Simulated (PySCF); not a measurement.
# Al⁺: dipole response in aug-cc-pV(5+d)Z

Aim: the static polarisability and the C₆ coefficient of Al⁺, method by method.

Method: unrestricted determinants in a Gaussian basis, no spin-orbit coupling in the energies. Code: PySCF 2.14.0.

**1. Starting point**

| Property | Result |
| --- | --- |
| Element | aluminium (Z = 13) |
| Basis | aug-cc-pV(5+d)Z |
| Hamiltonian | no relativity, point nucleus |
| State 1 | Al⁺: [Ne] 3s2, closed-shell 1S |
| Methods | wB97M-V |

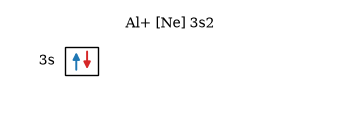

The shells outside the core, filled by Hund's rule for the drawing.

One driver process ran all states and methods and kept the integrals in memory. Each run is shown as a PySCF script that sums up its settings (the driver passes frozen orbitals as a list and adds second-order terms of double hybrids); the logs are those of the runs themselves. The driver starts from symmetry-adapted Hartree-Fock orbitals, holds the occupation by maximum overlap and uses a logarithmic radial grid for functionals, so a plain start would take other cycles.

The integrals over 136 functions and the set-up took 3.7 s of CPU time.

**2. Al⁺: wB97M-V**

#### wB97M-V

Input file input.py:

```python
from pyscf import gto, scf, dft, mp, cc
import basis_set_exchange as bse
mol = gto.M(atom="Al 0 0 0", charge=1, spin=0, symmetry="D2h",
            basis=gto.basis.parse(bse.get_basis("aug-cc-pV(5+d)Z", elements=["Al"], fmt="nwchem")))
mf = dft.UKS(mol, xc="WB97M_V")
mf.irrep_nelec = {'Ag': (3, 3), 'B1u': (1, 1), 'B2u': (1, 1), 'B3u': (1, 1)}
mf.kernel()
```

Standard output:

```text
damping factor = 0
level_shift factor = 0
DIIS = <class 'pyscf.scf.diis.CDIIS'>
diis_start_cycle = 1
diis_space = 10
diis_damp = 0
SCF conv_tol = 1e-09
SCF conv_tol_grad = None
number electrons alpha = 6  beta = 6
XC functionals = WB97M_V
    N. Mardirossian and M. Head-Gordon.,  J. Chem. Phys. 144, 214110 (2016)
NLC functional = WB97M_V
cycle= 1 E= -242.146216431879  delta_E= -0.00273  |g|= 0.0139  |ddm|= 5.23
cycle= 2 E= -242.146260632718  delta_E= -4.42e-05  |g|= 0.00477  |ddm|= 0.632
cycle= 3 E= -242.146263902775  delta_E= -3.27e-06  |g|= 0.000758  |ddm|= 0.125
cycle= 4 E= -242.14626409431  delta_E= -1.92e-07  |g|= 3.17e-05  |ddm|= 0.0259
cycle= 5 E= -242.146264095789  delta_E= -1.48e-09  |g|= 2.36e-06  |ddm|= 0.000577
cycle= 6 E= -242.146264095797  delta_E= -7.82e-12  |g|= 1.35e-07  |ddm|= 3.31e-05
converged SCF energy = -242.146264095797  <S^2> = -7.1054274e-15  2S+1 = 1
```

It used 62 s of CPU time after the integrals (shared host).

Orbital energies by shell (radii are means over both spins):

```csv
shell,electrons,mean orbital energy (eV),spread (eV),rms radius (bohr)
1s,2,-1541.2,0,0.140
2s,2,-125.53,0,0.682
2p,6,-85.039,0,0.679
3s,2,-17.894,0,2.56
```

⟨S²⟩ = 0.000, ⟨L²⟩ = 0.00.

The driver then solved the coupled dipole response at imaginary frequencies: mean α = 23.36 bohr³, C₆ = 114.9 au for a like pair.

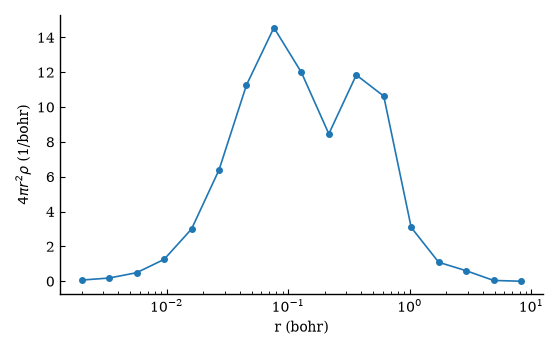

Radial density 4πr²ρ of Al⁺ at wB97M-V, at 17 stored radii joined by straight lines.

**3. Polarisabilities and C₆**

Al⁺, in atomic units:

```csv
method,mean α,C₆ (like pair),S(−4)
wB97M-V,23.36,114.9,308.7
```

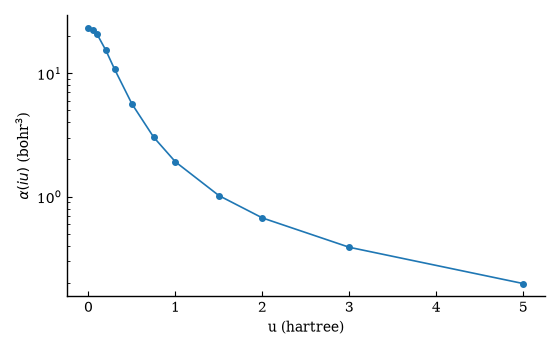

α(iu) of Al⁺, the polarisability at imaginary frequency, on a logarithmic scale.

**4. Summary of results**

| quantity | value |
| --- | --- |
| α of Al⁺ | 23.36 (wB97M-V) bohr³ |

**Reading.** A single London oscillator with the computed α and C₆ of Al⁺ at wB97M-V would have ω = 4 C₆ / (3 α²) = 0.281 hartree. The basis is finite, and no extrapolation was made.
